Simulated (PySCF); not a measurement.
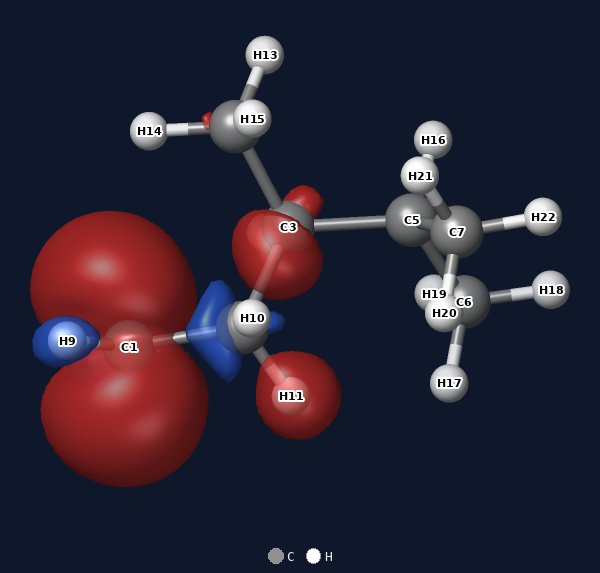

Figure. C$_{7}$H$_{15}$ (doublet). Isosurfaces of the spin density at +0.015 (red) and −0.015 e/Å³ (blue), seen at a tilt.

Geometry: GFN2-xTB.

These are results of UKS B3LYP, pcH-1 on C H, non-relativistic, mean-field spin-orbit, GIAO (PySCF), not measurements.

```tsv
atom	x (Å)	y (Å)	z (Å)
C	-2.2652	-1.3991	-0.4916
C	-0.9597	-1.0657	0.0951
C	-0.4294	0.3047	-0.3987
C	-1.3038	1.4197	0.1712
C	1.0611	0.5325	-0.0820
C	1.9620	-0.3130	-0.9820
C	1.4155	0.2867	1.3832
H	-2.3631	-1.4986	-1.5562
H	-3.1491	-1.4790	0.1091
H	-1.0260	-1.0562	1.1829
H	-0.2221	-1.8217	-0.2013
H	-0.5340	0.3221	-1.4895
H	-0.9699	2.3921	-0.1852
H	-2.3365	1.2737	-0.1380
H	-1.2737	1.4238	1.2582
H	1.2673	1.5871	-0.3049
H	1.8393	-1.3736	-0.7736
H	3.0059	-0.0572	-0.8138
H	1.7324	-0.1407	-2.0315
H	1.3136	-0.7657	1.6363
H	0.7779	0.8681	2.0439
H	2.4471	0.5795	1.5677
```

Q: Where is the unpaired spin?

A: The unpaired spin (1 electron) lies mostly on C1 (about 0.7), in electrons by Hirshfeld's partition.
